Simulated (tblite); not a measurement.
# C5H5N2Si: the cost of one run

Programs: tblite 0.8.0 and PySCF 2.14.0, with density-fitted response routines of our own. Each step states its level of theory. These are calculated values for one molecule in the gas phase, unless marked as measured. Atoms are numbered from 0 throughout.

## (1) The starting structure

13 atoms, charge 0, multiplicity 2; geometry from: force field or distance geometry start.

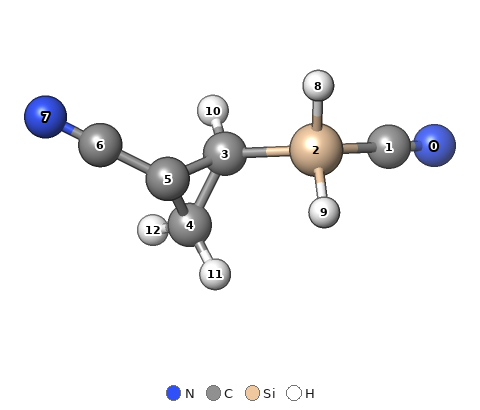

The starting geometry (nitrogen blue, carbon grey, silicon light orange, hydrogen white), atoms numbered.

## (2) Geometry optimisation with GFN2-xTB

What the job is given:

```
{"job": {"kind": "relax", "xc": "GFN2-xTB", "basis": "xTB"}, "charge": 0, "multiplicity": 2}
N      3.756600     0.990200    -0.918900
C      2.831300     0.768800    -0.245200
Si     1.357600     0.387500     0.851600
C     -0.240600     0.262700    -0.154600
C     -0.718600    -1.087300    -0.622400
C     -1.339800    -0.435300     0.510000
C     -2.663200     0.061000     0.459700
N     -3.739800     0.476100     0.421000
H      1.166700     1.450500     1.872300
H      1.547300    -0.882900     1.597400
H     -0.488700     1.133100    -0.730100
H     -0.171400    -1.994400    -0.400900
H     -1.301800    -1.129600    -1.536200
```

The run is started by

```console
$ OMP_NUM_THREADS=1 python probes_run.py task.json out
```

The driver reads the jobs from task.json and runs them one after another.

Q: Estimate the wall time of this first job on 1 thread of Intel Xeon at 2.50GHz, shared host.

About 1.6 s.
